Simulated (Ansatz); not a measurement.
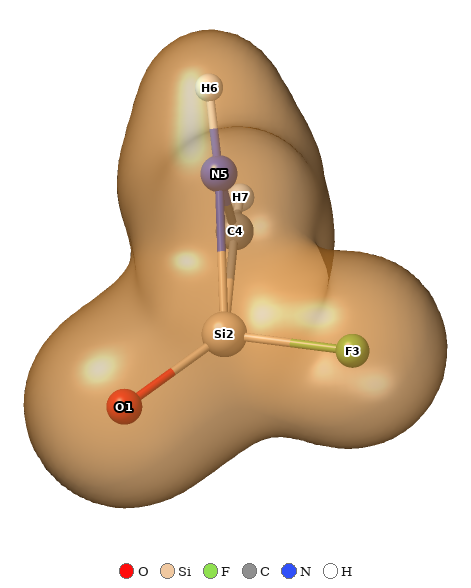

CH$_{2}$FNOSi. Isosurface of the total electron density at 0.1 e/Å³ (orange), seen at an oblique angle.

These are results of Ansatz, RKS B3LYP/def2-SVP, not measurements.

```xyz
7

O    -1.0881   -1.0304    1.4111
Si    0.0693   -0.5823    0.5187
F     1.6218   -0.9431    0.7903
C     0.0361    0.1863   -1.1638
N     0.2118    1.1470   -0.3191
H     0.2581    2.1461   -0.5549
H    -0.0861    0.2867   -2.2531
```

> Which contacts does the surface bridge?

At this value the surface is in one piece. It bridges the shortest C–N (1.29 Å), Si–O (1.53 Å), Si–F (1.62 Å) and C–Si (1.85 Å) contacts, where the density stays above the isovalue. On the grid the lowest density along these lines, outside the cores, is 2.4 e/Å³ (C–N, 1.29 Å), 1.2 e/Å³ (Si–O, 1.53 Å), 0.87 e/Å³ (Si–F, 1.62 Å) and 0.69 e/Å³ (C–Si, 1.85 Å).
